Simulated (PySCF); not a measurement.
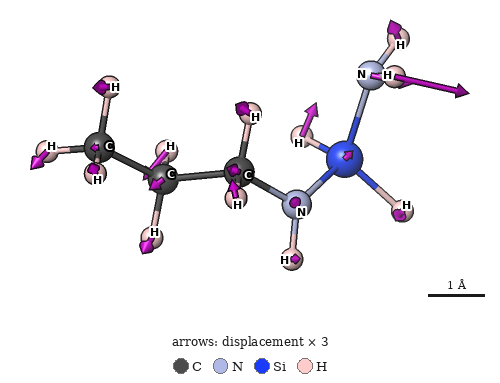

A relaxation of C3H12N2Si. The starting structure is drawn; purple arrows show the displacements, 3 times their true length. The two geometries are superimposed by the best rigid fit.

Style: ball-and-stick. Shown at a tilt.

The start comes from GFN2-xTB. Its atoms were then displaced at random by about 0.01 Å.

All numbers below come from PySCF 2.14.0, density-fitted response routines, PBE0-D3(BJ)/def2-SVP geometry optimisation, gas phase. 

Which element moves most?

Answer. Hydrogen: up to 0.47 Å, against 0.27 Å for nitrogen.

What did the optimiser do to the structure, and how much energy did it gain?

Answer. The largest move after the best rigid fit is that of an H atom, 0.47 Å. Largest moves by element: H 0.47 Å, N 0.27 Å, C 0.12 Å, Si 0.08 Å. Near-neighbour distances that change, for instance: H–Si 1.455 → 1.501 Å, C–N 1.400 → 1.445 Å, C–H 1.075 → 1.103 Å, H–Si 1.478 → 1.502 Å. Bond angles that change, for instance: Si–N–H 113.4° → 117.8°, Si–N–H 117.4° → 121.3°, N–Si–N 104.7° → 108.4°. Groups turn about N–Si by about 20°. The energy falls by 20.4 kJ/mol in 7 geometry steps.
